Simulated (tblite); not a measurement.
Geometry relaxation, with input and output: PH2O2 (charge −1)

PH2O2, charge −1, computed with GFN2-xTB geometry optimisation, gas phase (tblite 0.8.0).

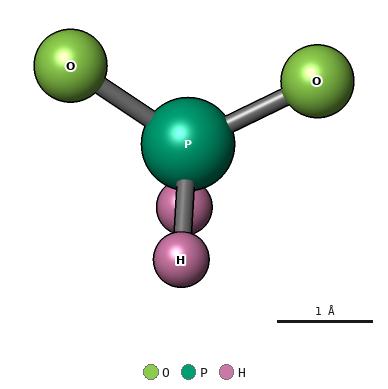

Fig. 1: The structure as given in the input (ball-and-stick view, seen at a tilt).

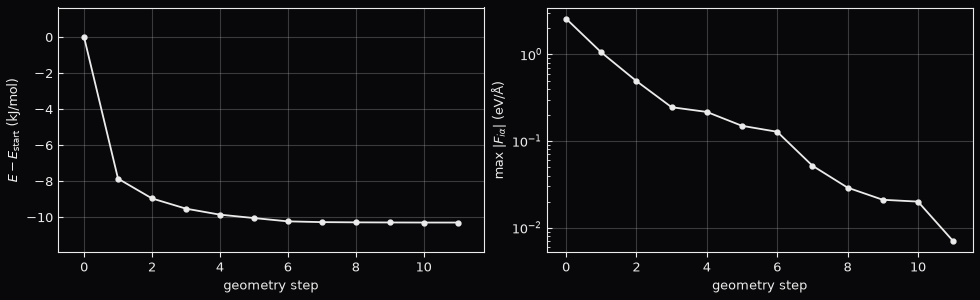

Fig. 2: Progress of the relaxation, step by step (steps are counted from 0).

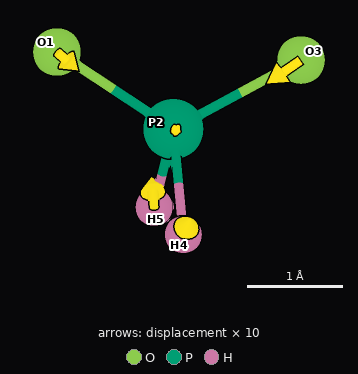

Fig. 3: The starting structure with the displacements as yellow arrows, magnified 10 times (ball-and-stick view, seen at a tilt). The two geometries are laid on each other by the best rigid fit. The largest move after the best rigid fit is that of O3, 0.047 Å. By element the largest moves are O 0.047 Å, H 0.046 Å, P 0.012 Å. Among the contacts that change: P2–O3 1.531 → 1.478 Å, O1–P2 1.504 → 1.478 Å, P2–H5 1.402 → 1.412 Å. Among the angles that change: H4–P2–H5 91.9° → 95.5°. The energy falls by 10.3 kJ/mol in 11 geometry steps. The largest force component goes from 2.6 to 0.007 eV/Å. (Atoms are counted from 1 in the order of the input.)

The input that produced these results follows, with the program's output.

Input:
```
{"job": {"kind": "relax", "xc": "GFN2-xTB", "basis": "xTB"}, "charge": -1, "multiplicity": 1}
O     -0.762000     1.353000     0.008200
P      0.030400     0.074600    -0.013700
O      1.557300     0.170800    -0.057000
H     -0.371300    -0.780200     1.031800
H     -0.445700    -0.815300    -0.986400
```

The first line tells a small driver script what to run in tblite; the rest is the geometry in Å.

Launched with:
```bash
OMP_NUM_THREADS=1 python <driver script> task.json out
```

The program's output:
```
step      E/eV     max force
  0    -326.22071    2.596
  1    -326.30210    1.192
  2    -326.31348    0.506
  3    -326.31936    0.251
  4    -326.32281    0.218
  5    -326.32476    0.151
  6    -326.32667    0.139
  7    -326.32711    0.064
  8    -326.32724    0.040
  9    -326.32731    0.028
 10    -326.32735    0.020
 11    -326.32736    0.007
```

Trajectory as extended XYZ (Å, eV, eV/Å), 12 frames, from step=0 to step=11:
```
5
Properties=species:S:1:pos:R:3:forces:R:3 step=0 energy=-326.22071
O    -0.7620    1.3530    0.0082    0.7840  -1.2840  -0.0880
P     0.0304    0.0746   -0.0137    1.7030   1.1540   0.2100
O     1.5573    0.1708   -0.0570   -2.5920  -0.1520   0.0100
H    -0.3713   -0.7802    1.0318    0.0670   0.1540   0.1960
H    -0.4457   -0.8153   -0.9864    0.0380   0.1290  -0.3290
5
Properties=species:S:1:pos:R:3:forces:R:3 step=1 energy=-326.30210
O    -0.7508    1.3346    0.0069    0.2640  -0.1490  -0.0510
P     0.0547    0.0910   -0.0107   -1.0580  -0.5290   0.1480
O     1.5203    0.1686   -0.0569    0.4500   0.1310  -0.0580
H    -0.3703   -0.7780    1.0346    0.1650   0.2540   0.0860
H    -0.4452   -0.8134   -0.9911    0.1780   0.2920  -0.1250
5
Properties=species:S:1:pos:R:3:forces:R:3 step=2 energy=-326.31348
O    -0.7470    1.3317    0.0063    0.0080   0.0920  -0.0330
P     0.0439    0.0859   -0.0088    0.0970  -0.4930   0.0570
O     1.5231    0.1700   -0.0575   -0.3010   0.0350  -0.0220
H    -0.3684   -0.7749    1.0358    0.0910   0.1610   0.1570
H    -0.4431   -0.8099   -0.9929    0.1050   0.2060  -0.1600
5
Properties=species:S:1:pos:R:3:forces:R:3 step=3 energy=-326.31936
O    -0.7448    1.3314    0.0054    0.0850  -0.1770  -0.0180
P     0.0407    0.0757   -0.0068    0.0810   0.0990  -0.0070
O     1.5189    0.1712   -0.0582   -0.2460  -0.0470  -0.0080
H    -0.3659   -0.7707    1.0390    0.0340   0.0390   0.2240
H    -0.4403   -0.8048   -0.9965    0.0470   0.0870  -0.1910
5
Properties=species:S:1:pos:R:3:forces:R:3 step=4 energy=-326.32281
O    -0.7409    1.3269    0.0044   -0.0800   0.0000  -0.0020
P     0.0381    0.0714   -0.0055    0.0890   0.0750  -0.0410
O     1.5125    0.1713   -0.0589   -0.0170  -0.0740  -0.0030
H    -0.3635   -0.7671    1.0451    0.0000  -0.0190   0.2170
H    -0.4375   -0.7997   -1.0023    0.0080   0.0190  -0.1720
5
Properties=species:S:1:pos:R:3:forces:R:3 step=5 energy=-326.32476
O    -0.7406    1.3251    0.0038   -0.1060   0.0260   0.0030
P     0.0374    0.0694   -0.0054    0.0050   0.0680  -0.0230
O     1.5097    0.1701   -0.0593    0.1070  -0.0720  -0.0030
H    -0.3621   -0.7653    1.0522   -0.0020  -0.0180   0.1500
H    -0.4358   -0.7965   -1.0085   -0.0030  -0.0040  -0.1270
5
Properties=species:S:1:pos:R:3:forces:R:3 step=6 energy=-326.32667
O    -0.7424    1.3235    0.0032   -0.0870   0.0190   0.0070
P     0.0366    0.0681   -0.0056   -0.0410   0.0310   0.0080
O     1.5086    0.1672   -0.0599    0.1280  -0.0550   0.0000
H    -0.3604   -0.7634    1.0634    0.0060   0.0110   0.0240
H    -0.4337   -0.7926   -1.0183   -0.0050  -0.0070  -0.0400
5
Properties=species:S:1:pos:R:3:forces:R:3 step=7 energy=-326.32711
O    -0.7445    1.3234    0.0032   -0.0470  -0.0050   0.0060
P     0.0365    0.0686   -0.0056   -0.0170   0.0090   0.0100
O     1.5099    0.1654   -0.0600    0.0520  -0.0370   0.0040
H    -0.3599   -0.7627    1.0670    0.0120   0.0280  -0.0200
H    -0.4333   -0.7918   -1.0218    0.0010   0.0060   0.0000
5
Properties=species:S:1:pos:R:3:forces:R:3 step=8 energy=-326.32724
O    -0.7460    1.3233    0.0033   -0.0210  -0.0170   0.0060
P     0.0366    0.0691   -0.0055    0.0030  -0.0010   0.0020
O     1.5109    0.1642   -0.0600    0.0010  -0.0240   0.0050
H    -0.3596   -0.7622    1.0674    0.0120   0.0290  -0.0240
H    -0.4333   -0.7916   -1.0225    0.0050   0.0140   0.0110
5
Properties=species:S:1:pos:R:3:forces:R:3 step=9 energy=-326.32731
O    -0.7471    1.3230    0.0035   -0.0040  -0.0180   0.0040
P     0.0368    0.0694   -0.0054    0.0110  -0.0050  -0.0050
O     1.5115    0.1632   -0.0598   -0.0210  -0.0120   0.0050
H    -0.3593   -0.7614    1.0670    0.0090   0.0210  -0.0160
H    -0.4332   -0.7913   -1.0225    0.0060   0.0140   0.0120
5
Properties=species:S:1:pos:R:3:forces:R:3 step=10 energy=-326.32735
O    -0.7480    1.3223    0.0037    0.0050  -0.0100   0.0020
P     0.0369    0.0694   -0.0054    0.0100  -0.0040  -0.0080
O     1.5117    0.1622   -0.0596   -0.0200  -0.0020   0.0030
H    -0.3589   -0.7604    1.0665    0.0030   0.0080  -0.0040
H    -0.4330   -0.7907   -1.0223    0.0030   0.0070   0.0070
5
Properties=species:S:1:pos:R:3:forces:R:3 step=11 energy=-326.32736
O    -0.7482    1.3220    0.0038    0.0030  -0.0030   0.0010
P     0.0369    0.0693   -0.0056    0.0030  -0.0010  -0.0050
O     1.5115    0.1619   -0.0595   -0.0070   0.0010   0.0010
H    -0.3587   -0.7599    1.0663    0.0000   0.0010   0.0010
H    -0.4329   -0.7904   -1.0223    0.0000   0.0020   0.0010
```

Summary:

- outcome: converged
- total energy: −326.3274 eV
- hardware: 1 CPU thread, shared host
- peak memory: 0.18 GiB
